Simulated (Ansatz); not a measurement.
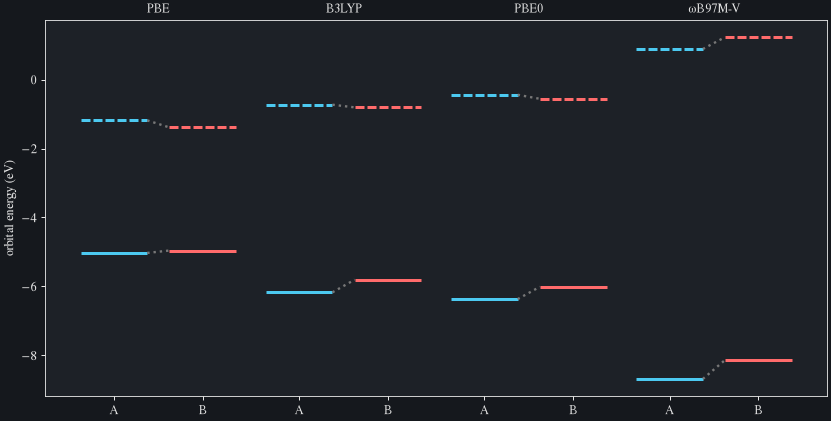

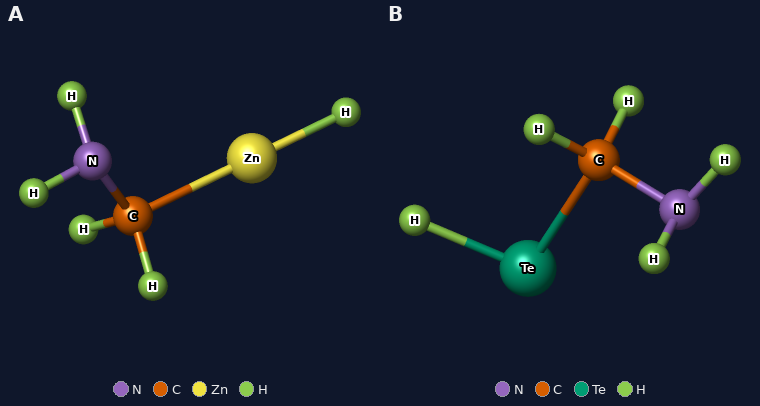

One change: A, CH₅NZn (SMILES N[CH2][ZnH]), becomes B, CH₅NTe (SMILES NC[TeH]). ZnH on C is replaced by TeH. HOMO (solid) and LUMO (dashed) computed in def2-TZVPP at PBE0-D4/def2-TZVP geometries, both minima by their frequencies, gas phase, the Ansatz code 0.2.0. Empty levels above zero depend strongly on the basis.

Q: What does the change do to HOMO and LUMO?

A: PBE: the HOMO rises by 0.07 eV, the LUMO falls by 0.21 eV, and the separation goes from 3.84 to 3.57 eV. B3LYP: the HOMO rises by 0.37 eV, the LUMO falls by 0.08 eV, and the separation goes from 5.44 to 5.00 eV. PBE0: the HOMO rises by 0.36 eV, the LUMO falls by 0.12 eV, and the separation goes from 5.93 to 5.45 eV. ωB97M-V: the HOMO rises by 0.55 eV, the LUMO rises by 0.34 eV, and the separation goes from 9.57 to 9.36 eV.

Q: Do the functionals agree on the effect?

A: Not on every direction; the HOMO shift lies between 0.07 and 0.55 eV and the LUMO shift between −0.21 and 0.34 eV, while the separations themselves differ by up to 5.8 eV between functionals.

Note: core potentials past krypton; spin-orbit coupling is left out, and with Te it can shift these values.
